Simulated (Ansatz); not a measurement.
# LaHfF5: the cost of one run

Computed with Ansatz 0.2.0 (DFT PBE, scalar-relativistic, plane waves, PAW, unless a step's input says otherwise).

1 further run of the same task is left out (it didn't finish).

## (1) The starting structure

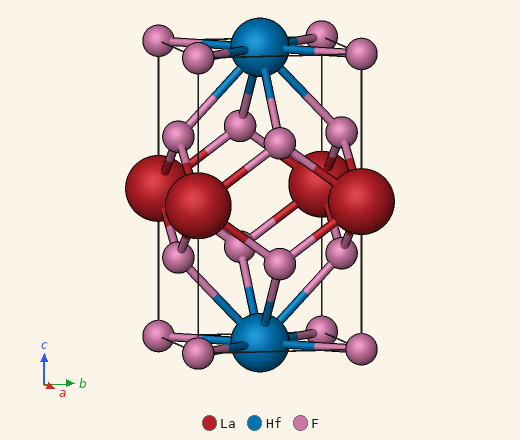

The starting structure, seen slightly off an axis (lanthanum red, hafnium blue, fluorine pink). Atoms on the faces are drawn again on the opposite ones.

As a file:

```
La Hf F
1.0
     3.81230    0.00000    0.00000
     0.00000    3.81230    0.00000
     0.00000    0.00000    6.74130
La Hf F
1 1 5
Direct
  0.00000 0.00000 0.50000
  0.50000 0.50000 0.00000
  0.00000 0.50000 0.29555
  0.00000 0.50000 0.70445
  0.50000 0.00000 0.29555
  0.50000 0.00000 0.70445
  0.00000 0.00000 0.00000
```

Recipe of the guess: species swapped into a database cell of SiSnPt5 (P4/mmm, No. 123), with La on the Si sites, Hf on the Sn sites and F on the Pt sites. Its size is a rough estimate.

## (2) The guess as it stands, on a coarse mesh

Input file input.yaml:

```yaml
crystal:
  lattice:
    - [3.81230087, 0.0, 0.0]
    - [0.0, 3.81230087, 0.0]
    - [0.0, 0.0, 6.74129893]
  atoms:
    - { symbol: La, position: [0.0, 0.0, 0.5] }
    - { symbol: Hf, position: [0.5, 0.5, 0.0] }
    - { symbol: F, position: [0.0, 0.5, 0.29554999] }
    - { symbol: F, position: [0.0, 0.5, 0.70445001] }
    - { symbol: F, position: [0.5, 0.0, 0.29554999] }
    - { symbol: F, position: [0.5, 0.0, 0.70445001] }
    - { symbol: F, position: [0.0, 0.0, 0.0] }
basis:
  ecutwfc: 420
kpoints:
  mp_grid: { grid: [4, 4, 4] }
hamiltonian:
  xc: pbe
scf:
  occupations: { method: gaussian, width: 0.1 }
  lower_state_search: "off"
output:
  forces: true
  stress: true
  eigenvalues: true
```

Launch:

```console
> ansatz run input.yaml --threads 1 --pin off --max-ram 2560MiB --backend cpu --events-out ev --progress --plain --runs-dir out
```

**Question.** How long does this run take on 1 thread of Intel Xeon at 2.50GHz (Skylake/Cascade Lake), shared host, and how much memory does it need?

About 12 s, with a peak of 0.43 GiB.
